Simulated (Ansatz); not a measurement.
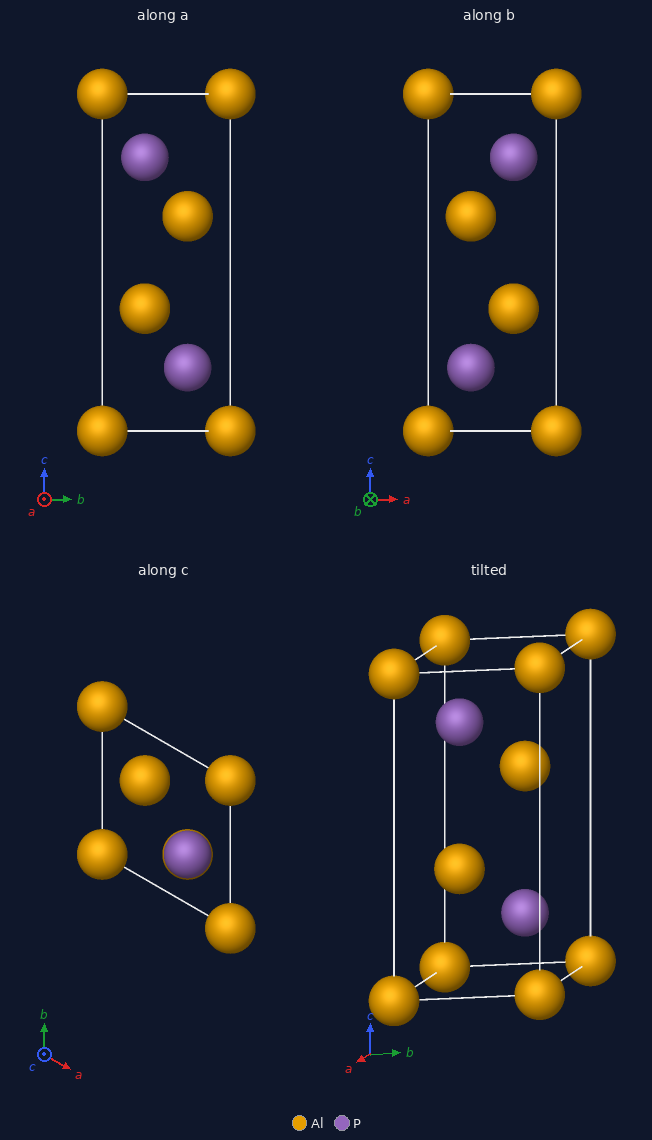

Shown here is a spheres-only view of the crystal, taken along the a axis, along the b axis, along the c axis and slightly off an axis. The outline marks the conventional unit cell.

Lattice parameters: a = 3.538 Å, b = 3.538 Å, c = 8.061 Å, α = 90.00°, β = 90.00°, γ = 120.00°.

### Transcribe the picture into a table of Wyckoff sites, with free fractional coordinates to two decimals.

Space group P-3m1 (No. 164).
```
atom  site       x       y     z
  Al    1a    0.00    0.00  0.00
  Al    2d  0.3333  0.6667  0.64
   P    2d  0.3333  0.6667  0.19
```

The cell started as a textbook structure type filled with these elements (whether it is the usual form wasn't checked). What is shown is the relaxed result from DFT PBE, scalar-relativistic, plane waves, PAW in Ansatz.
